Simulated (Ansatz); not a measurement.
Cu, pressure series

The reference is Cu in the fcc (Cu type) structure (space group Fm-3m, No. 225; a = 3.5790 Å).

Cell and atoms are relaxed at each pressure.

All numbers come from Kohn–Sham DFT with the r2SCAN functional, run in Ansatz (an electronic-structure program) with PAW and 500 eV plane waves, no spin-orbit coupling, earlier PAW set.

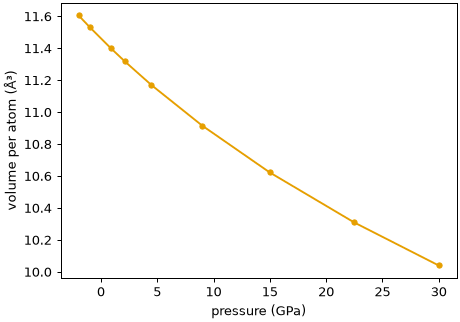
Figure. Volume against pressure

Task: Estimate the zero-pressure bulk modulus from the plot.

Result: About 160 GPa; a third-order Birch–Murnaghan fit to the points gives V₀ = 11.46 Å³/atom, B₀ = 164 GPa and B₀′ = 4.9.

Measured bulk modulus of Cu: 144.3 GPa (static lattice; corrected from measurement; as listed in Daniel Mejia-Rodriguez, S. B. Trickey, Phys. Rev. B (2018)); the computed value is 13 % above it.

Load acts through the strain it causes; cell and atoms are relaxed under it. Stability against distortions was not tested. No other phases were tried under pressure. All final runs are without spin polarisation.
